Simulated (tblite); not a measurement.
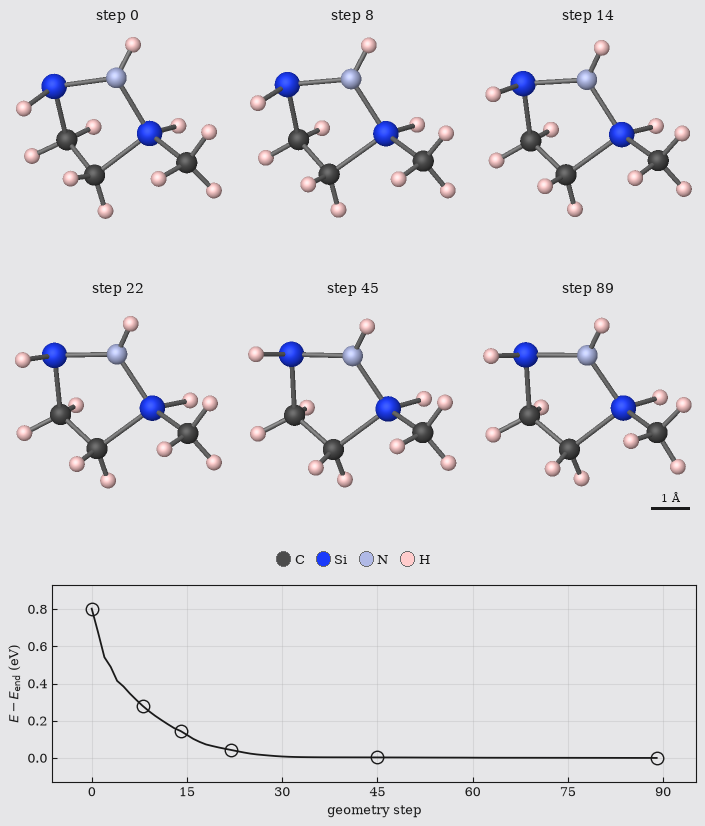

Frames of a relaxation of C3H10NSi2 (multiplicity 2), marked on the history of the run. The picture is a ball-and-stick view, seen at a tilt.

All numbers below come from tblite 0.8.0, GFN2-xTB geometry optimisation, gas phase. 

Question: Describe the path.

Answer: Over 89 geometry steps the energy falls by 0.803 eV. The largest move after the best rigid fit is that of an H atom, 0.68 Å. By element the largest moves are H 0.68 Å, C 0.28 Å, N 0.24 Å, Si 0.19 Å. Among the contacts that change: N–Si 1.796 → 1.733 Å, H–N 1.032 → 1.004 Å, C–H 1.113 → 1.086 Å, C–Si 1.876 → 1.902 Å. Among the angles between lasting bonds that change: Si–N–Si 103.8° → 116.9°, Si–C–C 98.4° → 108.6°, C–Si–H 105.4° → 115.5°. The run took 0.47 s on 1 thread of Arm Neoverse V2, with other jobs on the host. From step 0 to 8: the N atom moves most (0.22 Å), energy −0.522 eV. From step 8 to 14: an H atom moves most (0.23 Å), energy −0.136 eV. From step 14 to 22: an H atom moves most (0.20 Å), energy −0.102 eV. From step 22 to 45: an H atom moves most (0.18 Å), energy −0.040 eV. From step 45 to 89: an H atom moves most (0.18 Å), energy −0.003 eV.

```csv
step,"E − E(0), eV"
0,0.0000
1,-0.1273
2,-0.2613
3,-0.3136
4,-0.3881
5,-0.4182
6,-0.4560
7,-0.4897
8,-0.5218
9,-0.5507
10,-0.5763
14,-0.6578
18,-0.7299
22,-0.7600
27,-0.7868
31,-0.7963
35,-0.7987
39,-0.7993
43,-0.7995
47,-0.7998
52,-0.8004
56,-0.8007
60,-0.8011
64,-0.8015
68,-0.8016
72,-0.8018
77,-0.8020
81,-0.8021
85,-0.8024
89,-0.8025
```
